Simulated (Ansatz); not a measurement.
BNH6SO: several calculations on one system

## 1. Relaxation

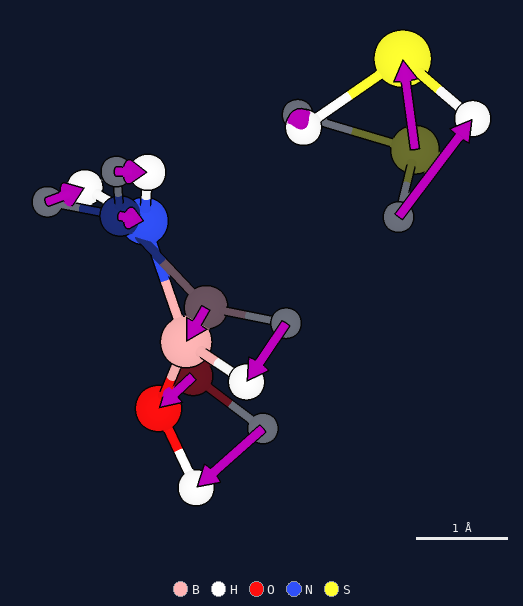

This is a relaxation of BNH6SO. The starting structure is drawn faded, the final one solid; purple arrows show the displacements, at their true length. The two geometries are superimposed by the best rigid fit.

Style: ball-and-stick. Shown at a tilt.

The run prepares an end point of a later path (reaction) calculation, from a guessed geometry.

Level of theory: RKS PBE-D4/6-31G* (Ansatz 0.2.0).

The input:
```yaml
crystal:
  periodic: [false, false, false]
  atoms:
    - { symbol: B, position_ang: [-0.193054, -0.254109, -0.166416] }
    - { symbol: H, position_ang: [-0.147436, -0.553275, 0.995114] }
    - { symbol: O, position_ang: [0.939047, -0.045472, -0.924759] }
    - { symbol: H, position_ang: [1.734356, -0.046046, -0.361993] }
    - { symbol: "N", position_ang: [-1.459811, -0.137742, -0.788232] }
    - { symbol: H, position_ang: [-2.32105, -0.422573, -0.332329] }
    - { symbol: H, position_ang: [-1.560081, 0.055265, -1.783517] }
    - { symbol: S, position_ang: [-0.084537, 2.481742, 1.292497] }
    - { symbol: H, position_ang: [-0.882573, 2.212474, 0.226455] }
    - { symbol: H, position_ang: [-0.191961, 1.168835, 1.71408] }
basis:
  gaussian: { orbitals: "6-31G*" }
hamiltonian:
  xc: pbe
  dispersion: d4
relax:
  f_tol: 0.03
  max_steps: 50
```

Run as
```bash
ansatz run input.yaml --threads 1 --pin off --max-ram 2048MiB --backend cpu --events-out ev --progress --plain --runs-dir out
```

Describe the change and its energy.

Answer. H10 moves most after the best rigid fit: 1.37 Å. Largest moves by element: H 1.37 Å, S 1.02 Å, O 0.53 Å, B 0.44 Å, N 0.34 Å. Among the contacts that change: S8–H10 1.383 → 1.359 Å, S8–H9 1.359 → 1.373 Å, B1–H2 1.200 → 1.211 Å, B1–N5 1.416 → 1.422 Å. The energy falls by 17.0 kJ/mol in 18 accepted moves (19 points after the start). The largest force component goes from 0.67 to 0.015 eV/Å. The line search rejected the trial step at point 13 of the run. The forces were under the threshold at step 15, but the run went on from there. The run took 48 s on 1 thread of Arm Neoverse V2, with other jobs on the host, peak memory 0.15 GiB.

## 2. Relaxation

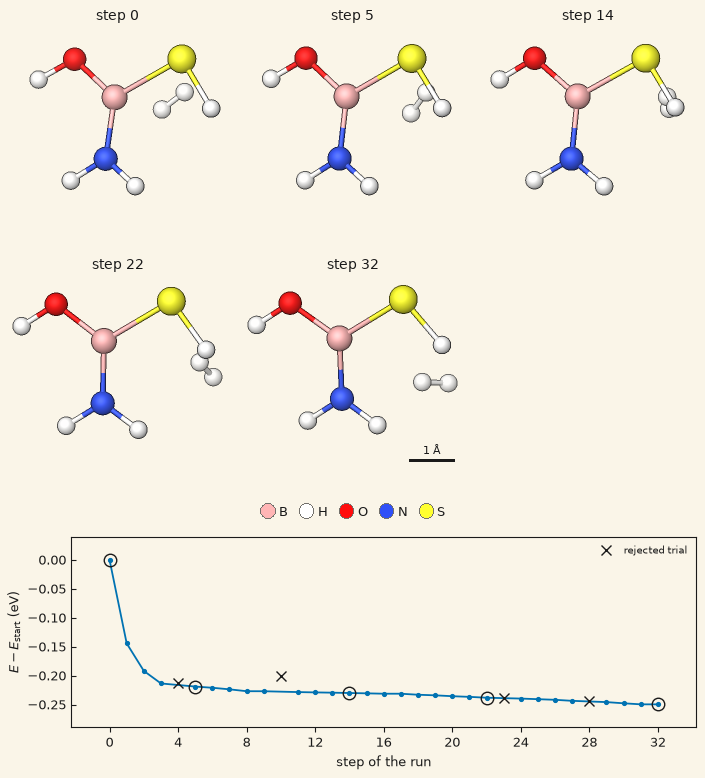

Frames of a relaxation of BNH6SO, marked on the history of the run. The picture is a ball-and-stick view, seen from a free direction.

The run prepares an end point of a later path (reaction) calculation, from a guessed geometry.

These are results of RKS PBE-D4/6-31G* in Ansatz 0.2.0, not measurements. Set-up: no spin polarisation; force threshold 0.03 eV/Å; at most 50 steps.

> What happens along the run?

An H atom moves most after the best rigid fit: 1.36 Å. Largest moves by element: H 1.36 Å, O 0.84 Å, S 0.50 Å, B 0.40 Å, N 0.34 Å. Some distances before and after: H–H 0.713 → 0.752 Å, B–S 1.877 → 1.851 Å, B–N 1.418 → 1.423 Å. The energy falls by 0.250 eV in 28 accepted moves (32 points after the start). The largest force component goes from 1.6 to 0.017 eV/Å. The line search rejected the trial steps at points 4, 10, 23, 28 of the run. The forces were under the threshold at step 11, but the run went on from there. The run took 82 s on 1 thread of Arm Neoverse V2 (shared host), peak memory 0.14 GiB. From step 0 to 5: an H atom moves most (0.68 Å), energy −0.219 eV. From step 5 to 14: an H atom moves most (0.57 Å), energy −0.011 eV. From step 14 to 22: an H atom moves most (0.52 Å), energy −0.008 eV. From step 22 to 32: an H atom moves most (0.50 Å), energy −0.011 eV.

Limits of the set-up: the start holds two separate molecules, 2.4 Å apart at their closest, whose relative position is a soft coordinate.

## 3. Path

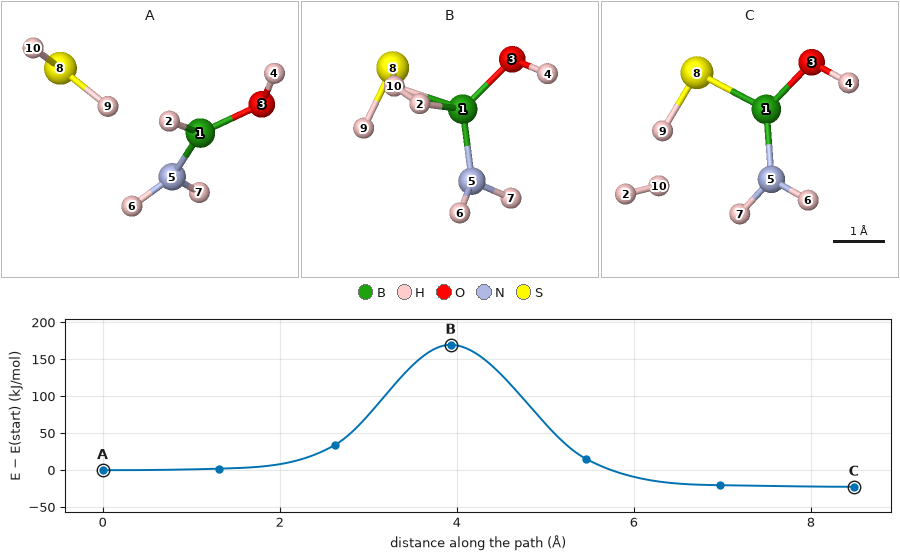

A nudged-elastic-band calculation for BNH6SO. Images are numbered from 0 (start) to 6 (end). Frames A to C are images 0, 3, 6. The picture is a ball-and-stick view, seen at a tilt.

Computed with Ansatz 0.2.0, RKS PBE-D4/6-31G*. Settings: 5 movable images; climbing image; force threshold 0.05 eV/Å; iteration limit 60; starting path through a guess of the saddle point.

### Read off the barrier and say what moves.

Breaking: B1–H2 (1.21 → 1.38 at the top → 3.89 Å), S8–H10 (1.36 → 1.71 at the top → 3.65 Å). Forming: B1–S8 (4.08 → 2.14 at the top → 1.85 Å), H2–H10 (3.98 → 1.02 at the top → 0.75 Å). The energy climbs by 169.7 kJ/mol to image 3 and then falls by 192.2 kJ/mol, so the end point sits at −22.5 kJ/mol. The band converged in 16 iterations. The largest component of the band force went from 26 to 0.04 eV/Å. The climbing image converged on the top of the path. Its vibrational analysis gives 2 imaginary modes over 30i cm⁻¹, so it isn't confirmed as a transition state.
